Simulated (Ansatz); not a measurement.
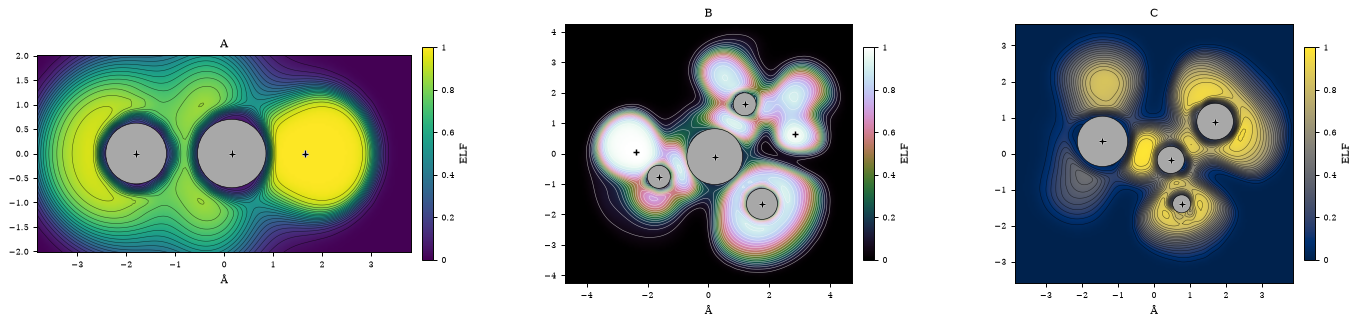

The ELF of 3 systems, each on a plane through atoms (crosses mark nuclei in the plane; grey discs cover the cores).

Method: isolated molecule in a Gaussian basis; Kohn-Sham density functional theory, functional PBE0 in Ansatz 0.2.0.

System 1: C$_{2}$H$_{6}$ClGaO (SMILES [CH3][Ga]([Cl])[CH2]O), the plane of atoms C1, Ga4 and Cl3. Geometry: PBE0-D3(BJ)/def2-SVP.

```xyz
11

C     2.7086   -0.3221    1.5088
C    -0.5539    0.5634    0.0251
Cl    0.0090   -2.5194    1.1293
Ga    0.8782   -0.5215    0.8625
O    -1.4812   -0.2294   -0.6618
H     3.0610    0.7177    1.4569
H     2.7711   -0.6754    2.5493
H     3.3760   -0.9544    0.9026
H    -0.1055    1.2779   -0.6863
H    -1.0240    1.1869    0.8170
H    -1.5964   -1.0525   -0.1681
```

System 2: CCl$_{2}$F$_{3}$Si (SMILES F[C+](Cl)[Si](F)(F)Cl) (charge +1), the plane of atoms Cl3, C1 and Si7. Geometry: PBE0-D3(BJ)/def2-SVP.

```xyz
7

C     1.3768    1.3385    0.7996
Cl    3.4961    1.6704   -1.4490
Cl    0.6108    2.6229    1.4439
F     1.3656   -0.4752   -1.3147
F     0.5049    1.9774   -1.7571
F     1.8656    0.5034    1.6037
Si    1.6351    1.0695   -1.1297
```

System 3: HPSi (SMILES [SiH]#P), a plane that holds the molecular axis. Geometry: PBE0-D3(BJ)/pcseg-1.

```xyz
3

P     0.0000    0.0000   -1.7976
Si    0.0000    0.0000    0.1554
H     0.0000    0.0000    1.6423
```

Match each panel to its system.

Answer. Panel A is system 3, HPSi: the plane holds P, Si and H. Si–P (1.95 Å): the ELF peaks at about 0.80 between the atoms, as expected for a covalent bond. Panel B is system 1, C$_{2}$H$_{6}$ClGaO: the plane holds C, Cl, Ga and H. C–Ga (1.95 Å): the ELF peaks at about 0.90 in the valence shell of C, 0.7 Å from its nucleus, and is about 0.60 at the midpoint. Panel C is system 2, CCl$_{2}$F$_{3}$Si: the plane holds C, Cl, F and Si. C–F (1.26 Å): the ELF peaks at about 0.85 between the atoms (a polar covalent bond).
